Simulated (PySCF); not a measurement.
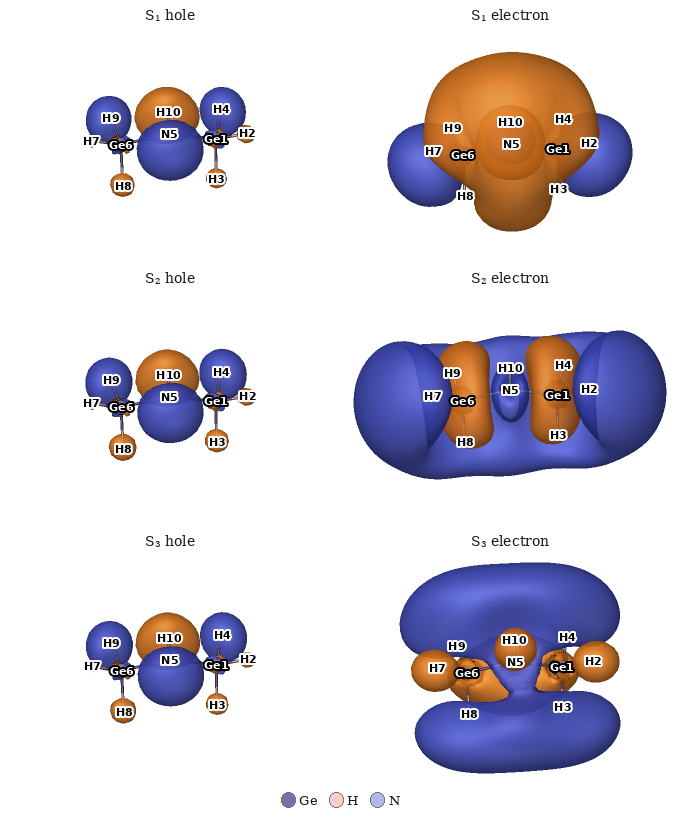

(H3Ge)2NH (Ge$_{2}$H$_{7}$N). Leading natural transition orbitals (TDA singlet states).

PySCF calculation, CAM-B3LYP/def2-SVPD, gas phase; geometry: GFN2-xTB. No frequency check shows the geometry to be a minimum. GFN2-xTB bond lengths at metals and heavier atoms can be off by up to 0.1 Å and shapes distorted, which carries into these values.

Input

```python
import numpy as np
from pyscf import gto, scf, dft, tdscf
from pyscf.scf import atom_ks, atom_hf
from scipy.linalg import block_diag

def solve(mol, dm0=None, hcore=None):
    mf = (dft.UKS if mol.spin else dft.RKS)(mol, xc='camb3lyp')
    mf.grids.level = 3
    mf = mf.density_fit(auxbasis='def2-universal-jkfit')
    mf.conv_tol, mf.max_cycle = 1e-8, 80
    if hcore is not None:
        mf.get_hcore = lambda *args: hcore
    mf.kernel(dm0)
    if not mf.converged:
        mf = mf.newton().run(mf.mo_coeff, mf.mo_occ, max_cycle=30)
    assert mf.converged, 'SCF not converged'
    return mf

mol = gto.M(atom='''
Ge     1.60784    -0.08195    -0.00362
H      2.64656     0.94440     0.32433
H      1.57163    -1.17624     1.01006
H      1.89786    -0.67379    -1.35672
N      0.00034     0.76532     0.08483
Ge    -1.60791    -0.08179    -0.00375
H     -2.65303     0.96472     0.23573
H     -1.60458    -1.11536     1.07265
H     -1.86072    -0.75274    -1.32710
H      0.00199     1.69157    -0.31691
''', basis='def2-svpd', charge=0, spin=0, verbose=4)
mf = solve(mol)
td = mf.TDA()
td.nstates, td.singlet, td.conv_tol = 6, True, 1e-5
td.kernel()
td.analyze()
x, y = np.array([p[0] for p in td.xy]), np.array([p[1] + 0 * p[0] for p in td.xy])
f, mu = td.oscillator_strength(), td.transition_dipole()
nto = [td.get_nto(state=i + 1, verbose=4) for i in range(len(td.e))]
# spherically averaged free atoms, for the promolecule
atm = atom_ks.get_atm_nrks(mol, xc='camb3lyp')
pro = block_diag(*[(atm[a[0]][2] * atm[a[0]][3]) @ atm[a[0]][2].T for a in mol._atom])
np.savez('result.npz', e=td.e, f=f, ok=td.converged, w=[n[0] for n in nto], nto=[n[1] for n in nto], x=x, y=y, c=mf.mo_coeff, occ=mf.mo_occ, eps=mf.mo_energy, pro=pro, mu=mu)
```

Command:

```sh
OMP_NUM_THREADS=1 python input.py
```

The run took 10 min on 1 thread of Arm Neoverse V1, with other jobs on the host, peak memory 0.82 GiB.

**Describe these excited states.**

By state:
- S₁: 5.83 eV (213 nm), f = 0.004, partly diffuse acceptor orbital; the leading pair carries 99 %; hole on N5 (58 %), Ge1 and Ge6 (10 % each) and H4 and H9 (6 % each), electron on Ge1 and Ge6 (25 % each), H10 (17 %) and N5 (11 %) (atom shares of so diffuse an orbital are rough); their centroids lie 0.2 Å apart.
- S₂: 6.85 eV (181 nm), f = 0.035, diffuse (Rydberg-like) orbital; the leading pair carries 99 %; hole on N5 (56 %), Ge1 and Ge6 (10 % each) and H4 and H9 (7 % each), electron on Ge1 and Ge6 (26 % each), H2 and H7 (10 % each) and N5 (6 %) (atom shares of so diffuse an orbital are rough); their centroids lie 0.7 Å apart.
- S₃: 7.03 eV (176 nm), f = 0.011, partly diffuse acceptor orbital; the leading pair carries 99 %; hole on N5 (57 %), Ge1 and Ge6 (10 % each) and H4 and H9 (6 % each), electron on Ge1 and Ge6 (28 % each), H3 and H8 (8 % each) and H4 and H9 (7 % each) (atom shares of so diffuse an orbital are rough); their centroids lie 0.8 Å apart.
